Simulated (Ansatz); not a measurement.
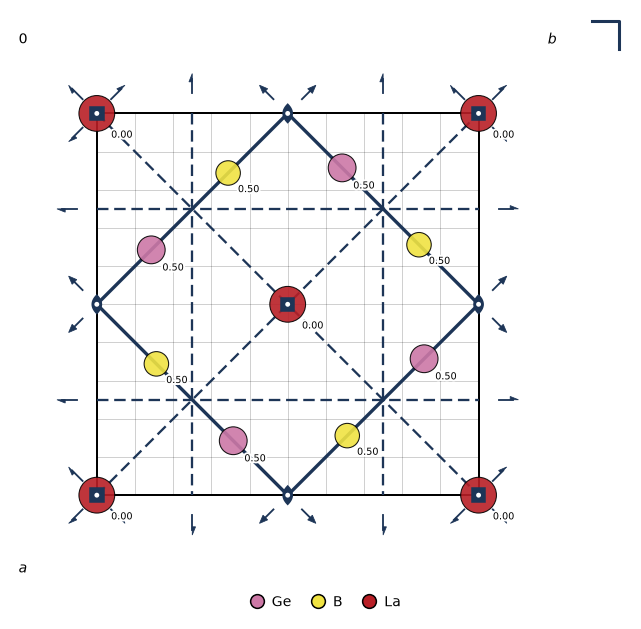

Plan of a unit cell projected along c (a down the page, b across); the numbers are heights as fractions of c, and atoms on the cell's edges are repeated. The grid marks tenths of a and b. The symmetry elements are drawn over the atoms. Graphical symbols as in the International Tables (origin upper left, heights as fractions; handed screw axes are marked by their printed symbols). Source: coordinates from a relaxation with Ansatz 0.2.0, DFT, PAW plane waves, pbe; the starting structure was generated, so it need not be a known form of this composition. Geometry calculated from the standardised cell; symmetry tolerance 0.002 Å.

a = 6.848 Å, b = 6.848 Å, c = 3.919 Å, α = 90.00°, β = 90.00°, γ = 90.00°.

**What does the cell contain?**

4 Ge, 4 B, 2 La: LaGe2B2, Z = 2.

**Which space group?**

No. 127, P4/mbm, primitive tetragonal.

**Give the independent sites, coordinates to two places.**

| atom | site | symmetry | x | y | z |
| --- | --- | --- | --- | --- | --- |
| Ge | 4h | m.2m | 0.14 | 0.64 | 0.50 |
| B | 4h | m.2m | 0.34 | 0.84 | 0.50 |
| La | 2a | 4/m.. | 0.00 | 0.00 | 0.00 |
